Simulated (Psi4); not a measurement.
# UCCSD(T)/cc-pVTZ run of SiH3 (silyl radical)

Aim: the energy change on altering one bond length of SiH3 (silyl radical) at UCCSD(T)/cc-pVTZ, from 2 runs. 

The results are computed with Psi4 1.11.

### Step 1. The molecule

The species is SiH3 (4 atoms), meant as a doublet with charge 0. SMILES: `[SiH3]`. The shape is that of a PBE0-D4/def2-TZVP optimisation.

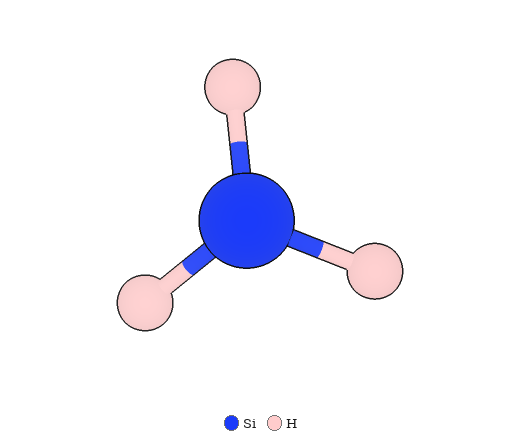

Viewed from a chosen angle; silicon blue, hydrogen pink.

### Step 2. A single-point energy at UCCSD(T)/cc-pVTZ

Contents of job.json:

```json
{
 "schema_name": "qcschema_input",
 "schema_version": 1,
 "molecule": {
  "schema_name": "qcschema_molecule",
  "schema_version": 2,
  "symbols": ["Si", "H", "H", "H"],
  "geometry": [0.55516374, -0.05083363, -0.30997178, 1.05664036, 1.25723479, 2.12386319, -0.42337424, -2.64873462, 0.11362923, -1.18842986, 1.44233346, -1.92750175],
  "molecular_charge": 0,
  "molecular_multiplicity": 2,
  "fix_symmetry": "c1",
  "fix_com": true,
  "fix_orientation": true
 },
 "driver": "energy",
 "model": {
  "method": "ccsd(t)",
  "basis": "cc-pVTZ"
 },
 "keywords": {
  "reference": "uhf",
  "puream": true,
  "e_convergence": 1e-09,
  "d_convergence": 1e-08,
  "scf_type": "pk",
  "num_frozen_docc": 5,
  "maxiter": 100
 }
}
```

Launch:

```bash
$ psi4 --qcschema job.json -n 1 --memory 1600MB
```

stdout:

```text
[...]
  Running in c1 symmetry.
[...]
  Nuclear repulsion =   15.603296027937278
[...]
  Multiplicity = 2
[...]
  Nalpha       = 9
  Nbeta        = 8
[...]
    Number of basis functions: 76
[...]
   @UHF iter   1:  -290.61570142472198   -5.08887e-01   1.92191e-03 ADIIS/DIIS
[...]
   @UHF iter  12:  -290.64029174618548   -2.38742e-12   2.86340e-09 DIIS
[...]
   @S^2 Observed:                7.550190578E-01
[...]
    Orbital Energies [Eh]
    ---------------------
    Alpha Occupied:
       1A    -68.788715     2A     -6.138207     3A     -4.251051
       4A     -4.240893     5A     -4.240893     6A     -0.729450
       7A     -0.492935     8A     -0.492933     9A     -0.337275
    Alpha Virtual:
      10A      0.146885    11A      0.146886    12A      0.160154
      13A      0.263941    14A      0.302166    15A      0.302167
      16A      0.322432    17A      0.322432    18A      0.354456
      19A      0.436740    20A      0.436741    21A      0.453416
      22A      0.554086    23A      0.736242    24A      0.736243
      25A      0.836883    26A      0.897266    27A      0.897266
[...]
  @UHF Final Energy:  -290.64029174618548
   => Energetics <=
    Nuclear Repulsion Energy =             15.6032960279372777
    One-Electron Energy =                -433.5068877983832181
    Two-Electron Energy =                 127.2633000242604737
    Total Energy =                       -290.6402917461854258
  UHF NO Occupations:
  HONO-2 :    7  A 1.9997539
  HONO-1 :    8  A 1.9979857
[...]
 Multipole Moments:
 ------------------------------------------------------------------------------------
     Multipole            Electronic (a.u.)      Nuclear  (a.u.)        Total (a.u.)
 ------------------------------------------------------------------------------------
 L = 1.  Multiply by 2.5417464519 to convert [e a0] to [Debye]
 Dipole X            :         -7.2041348            7.2171286            0.0129939
 Dipole Y            :          0.6596450           -0.6608372           -0.0011922
 Dipole Z            :          4.0223513           -4.0296142           -0.0072630
 Magnitude           :                                                    0.0149336
[...]
      * MP2 total energy                      = -290.756802797278226
[...]
      * CCSD total energy                     = -290.782998557324902
[...]
      * CCSD(T) total energy                     = -290.786507223292574
[...]
```

The result, in JSON:

```text
{
 "driver": "energy",
 "model": {
  "method": "ccsd(t)",
  "basis": "cc-pVTZ"
 },
 "success": true,
 "return_result": -290.7865072232926,
 "properties": {
  "calcinfo_nbasis": 76,
  "calcinfo_nmo": 76,
  "calcinfo_nalpha": 9,
  "calcinfo_nbeta": 8,
  "calcinfo_natom": 4,
  "nuclear_repulsion_energy": 15.603296027937278,
  "return_energy": -290.7865072232926,
  "scf_one_electron_energy": -433.5068877983832,
  "scf_two_electron_energy": 127.26330002426047,
  "scf_dipole_moment": [0.01299386590160978, -0.0011922061526735694, -0.007262960923316797],
  "scf_total_energy": -290.6402917461855,
  "scf_iterations": 12,
  "mp2_same_spin_correlation_energy": -0.014153051814826585,
  "mp2_opposite_spin_correlation_energy": -0.10235799927742434,
  "mp2_singles_energy": -5.0312650168740525e-28,
  "mp2_doubles_energy": -0.11651105109225092,
  "mp2_correlation_energy": -0.11651105109225092,
  "mp2_total_energy": -290.7568027972782,
  "ccsd_same_spin_correlation_energy": -0.0164554349274726,
  "ccsd_opposite_spin_correlation_energy": -0.12625137621143787,
  "ccsd_singles_energy": 1.9925652420365556e-16,
  "ccsd_doubles_energy": -0.14270681113891046,
  "ccsd_correlation_energy": -0.14270681113891026,
  "ccsd_total_energy": -290.7829985573249,
  "ccsd_iterations": 15,
  "ccsd_prt_pr_correlation_energy": -0.14621547710657365,
  "ccsd_prt_pr_total_energy": -290.7865072232926
 }
}
```

It took 12 s on 1 thread of Intel Xeon 6975P-C (Granite Rapids), shared host; peak memory 0.53 GiB.

### Step 3. The distorted shape

Contents of h3si.xyz:

```xyz
4
H3Si
Si     0.449142     0.385566    -0.231285
H      0.714512     1.077766     1.056645
H     -0.224040    -1.401650     0.060130
H     -0.473528     1.175716    -1.087245
```

Contents of calc.py:

```python
import psi4

psi4.set_memory('1600 MB')
psi4.set_num_threads(1)
psi4.core.set_output_file('output.dat', False)

with open('h3si.xyz') as f:
    atoms = ''.join(f.readlines()[2:])
molecule = psi4.geometry('0 2\n' + atoms + 'symmetry c1')

psi4.set_options({
    'basis': 'cc-pVTZ',
    'reference': 'uhf',
    'puream': True,
    'e_convergence': 1e-09,
    'd_convergence': 1e-08,
    'scf_type': 'pk',
    'num_frozen_docc': 5,
    'maxiter': 100,
})

e_tot = psi4.energy("ccsd(t)", molecule=molecule)
print(f'total energy {e_tot:.8f} hartree = {e_tot * 27.211386:.5f} eV')
for k, v in sorted(psi4.core.scalar_variables().items()):
    print(f'{k:45s} {v:18.10f}')
```

Launch:

```bash
$ python calc.py
```

output.dat:

```text
[...]
  Running in c1 symmetry.
[...]
  Nuclear repulsion =   14.394970485098430
[...]
  Multiplicity = 2
[...]
  Nalpha       = 9
  Nbeta        = 8
[...]
    Number of basis functions: 76
[...]
   @UHF iter   1:  -290.57573360044796   -5.99160e-01   1.82881e-03 ADIIS/DIIS
[...]
   @UHF iter  14:  -290.59991512343373   -1.23919e-11   8.06513e-09 DIIS
[...]
   @S^2 Observed:                7.549206764E-01
[...]
    Orbital Energies [Eh]
    ---------------------
    Alpha Occupied:
       1A    -68.821584     2A     -6.165538     3A     -4.277953
       4A     -4.268122     5A     -4.267279     6A     -0.717220
       7A     -0.505002     8A     -0.439666     9A     -0.343633
    Alpha Virtual:
      10A      0.093444    11A      0.143916    12A      0.151942
      13A      0.263200    14A      0.295428    15A      0.315620
      16A      0.320420    17A      0.320501    18A      0.348752
      19A      0.426256    20A      0.435158    21A      0.462410
      22A      0.495361    23A      0.664312    24A      0.731968
      25A      0.799223    26A      0.843716    27A      0.879115
[...]
  @UHF Final Energy:  -290.59991512343373
   => Energetics <=
    Nuclear Repulsion Energy =             14.3949704850984297
    One-Electron Energy =                -430.8414473084264955
    Two-Electron Energy =                 125.8465616998943091
    Total Energy =                       -290.5999151234337319
  UHF NO Occupations:
  HONO-2 :    7  A 1.9996839
  HONO-1 :    8  A 1.9980349
[...]
 Multipole Moments:
 ------------------------------------------------------------------------------------
     Multipole            Electronic (a.u.)      Nuclear  (a.u.)        Total (a.u.)
 ------------------------------------------------------------------------------------
 L = 1.  Multiply by 2.5417464519 to convert [e a0] to [Debye]
 Dipole X            :          1.2367527           -1.1246952            0.1120575
 Dipole Y            :          0.5863282           -0.2577121            0.3286161
 Dipole Z            :         -0.6585908            0.6114984           -0.0470924
 Magnitude           :                                                    0.3503756
[...]
      * MP2 total energy                      = -290.717475883838461
[...]
      * CCSD total energy                     = -290.746371388790863
[...]
      * CCSD(T) total energy                     = -290.750473185584156
```

It took 13 s on 1 thread of Intel Xeon 6975P-C (Granite Rapids), shared host; peak memory 0.53 GiB.

### Step 4. Summary of results

Level: UCCSD(T)/cc-pVTZ, 5 core orbitals frozen.

| quantity | value |
| --- | --- |
| first shape: total energy | -290.78651 Eh |
| first shape: HOMO energy (Hartree–Fock orbitals) (highest over α and β) | -9.18 eV |
| first shape: LUMO energy (Hartree–Fock orbitals) (lowest over α and β) | 1.24 eV |
| first shape: correlation energy (5 core orbitals frozen) | -146.2 mEh |
| first shape: (T) correction | -3.51 mEh |
| first shape: ⟨S²⟩ of the reference determinant | 0.755 |
| first shape: T1 diagnostic | 0.020 |
| distorted shape: total energy | -290.75047 Eh |
| distorted shape: HOMO energy (Hartree–Fock orbitals) (highest over α and β) | -9.35 eV |
| distorted shape: LUMO energy (Hartree–Fock orbitals) (lowest over α and β) | 0.94 eV |
| distorted shape: correlation energy (5 core orbitals frozen) | -150.6 mEh |
| distorted shape: (T) correction | -4.10 mEh |
| distorted shape: ⟨S²⟩ of the reference determinant | 0.755 |
| distorted shape: T1 diagnostic | 0.025 |
| energy change with the Si1–H3 bond stretched from 1.486 to 1.932 Å | 0.981 eV |

What this shows: With the Si1–H3 bond stretched from 1.486 to 1.932 Å the energy rises by 0.98 eV (94.6 kJ/mol). The first shape isn't relaxed at this level, so the change isn't measured from a minimum. The triples (first shape) make up 2.4 % of the correlation energy. The triples (distorted shape) make up 2.7 % of the correlation energy.
